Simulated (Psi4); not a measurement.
Two rigid molecules brought together: HF ··· H4Ge (SMILES F and [GeH4]). Monomers: optimised at B3LYP-D3(BJ) (def2-TZVP), held rigid. Orientation: lowest of the rigid-body minima from ten starts at GFN2-xTB. Only R, the distance of the centres of mass, is varied, so the lowest point isn't the relaxed dimer.

Method: SAPT0/jun-cc-pVDZ, frozen core (Psi4).

Components in kcal/mol:

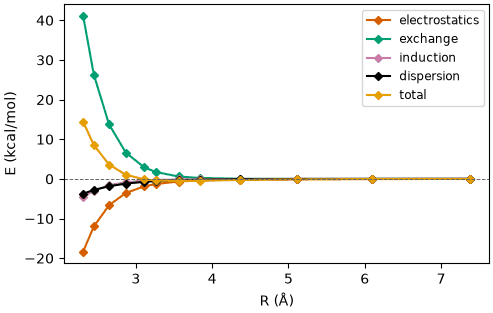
Figure. Components of the interaction energy.

```tsv
R / Å	electrostatics	exchange	induction	dispersion	total
2.31	-18.33	41.15	-4.65	-3.74	14.42
2.45	-12.00	26.31	-2.99	-2.80	8.52
2.65	-6.64	13.73	-1.61	-1.85	3.62
2.87	-3.56	6.60	-0.83	-1.19	1.03
3.11	-1.88	2.92	-0.42	-0.74	-0.13
3.26	-1.29	1.73	-0.28	-0.56	-0.41
3.56	-0.67	0.60	-0.14	-0.33	-0.53
3.84	-0.40	0.22	-0.07	-0.20	-0.45
4.36	-0.18	0.03	-0.03	-0.09	-0.27
5.11	-0.08	0.00	-0.01	-0.03	-0.12
6.10	-0.03	0.00	0.00	-0.01	-0.05
7.38	-0.01	0.00	0.00	0.00	-0.02
```
